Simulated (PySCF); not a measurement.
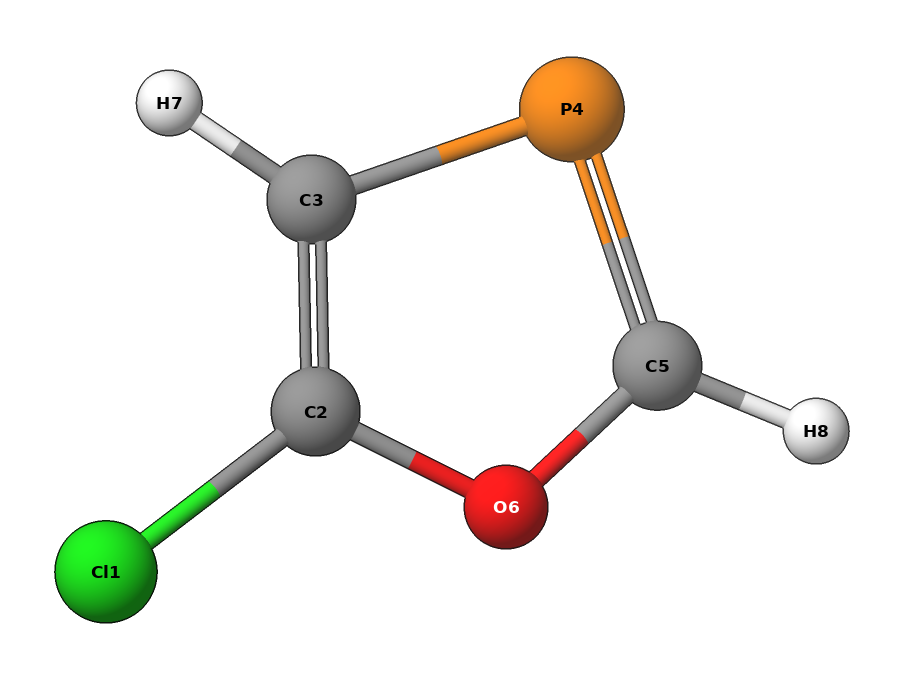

Computed geometry: GFN2-xTB optimisation. No frequency run is at hand to confirm it as a minimum. Method: delta-SCF UKS SCAN, pcX-2 on the ionised atom, pcseg-1 elsewhere, spin-free X2C (PySCF 2.14.0).

Give the core-electron binding energies (to vacuum; p and d levels without spin–orbit splitting) of Cl1 1s, Cl1 2p, C2 1s, C3 1s, P4 1s, P4 2p, C5 1s, O6 1s.

```
atom  level  binding energy (eV)
 Cl1     1s               2829.5
 Cl1     2p                207.5
  C2     1s                293.5
  C3     1s                290.6
  P4     1s               2150.0
  P4     2p                136.8
  C5     1s                291.8
  O6     1s                540.8
```

The geometry is semi-empirical. Around P such bond lengths and angles can be off by a tenth of an ångström or more and by several degrees, and values that hang on the shape move with them.
